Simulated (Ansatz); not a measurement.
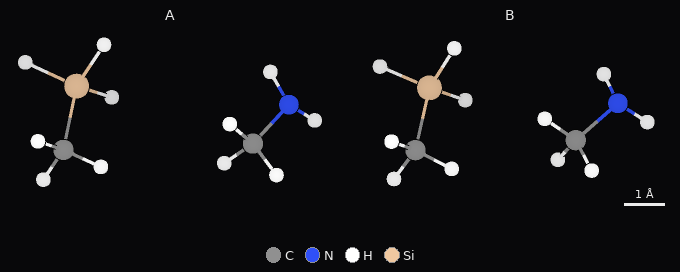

Two geometries of C₂H₁₁NSi, drawn at one scale. One is the start of a relaxation, the other its converged end. A ball-and-stick model, seen at a tilt.

These are results of RKS revPBE/6-31G in Ansatz, not measurements. (no spin polarisation; force threshold 0.02 eV/Å; at most 40 steps)

Which one is relaxed?

Structure A is the relaxed one. The run prepares the start of a later molecular dynamics calculation, from a guessed geometry. An H atom moves most after the best rigid fit: 0.78 Å. By element the largest moves are H 0.78 Å, C 0.47 Å, Si 0.34 Å, N 0.31 Å. Among the contacts that change: H–Si 1.464 → 1.518 Å, C–Si 1.895 → 1.932 Å, C–N 1.453 → 1.471 Å, C–H 1.100 → 1.118 Å. Bond angles that change, for instance: C–N–H 110.1° → 114.2°, H–N–H 107.6° → 111.3°. Over 12 geometry steps the energy falls by 19.2 kJ/mol. Largest force component: 0.87 eV/Å at the start, 0.011 eV/Å at the end. The forces were under the threshold at step 5, but the run went on from there. The run took 34 s on 1 thread of Arm Neoverse V1, with other jobs on the host, peak memory 0.13 GiB.

Limits of the set-up: the start holds two separate molecules, 2.7 Å apart at their closest, whose relative position is a soft coordinate and is computed without a dispersion correction; the basis has no polarisation functions, which atoms past neon need.
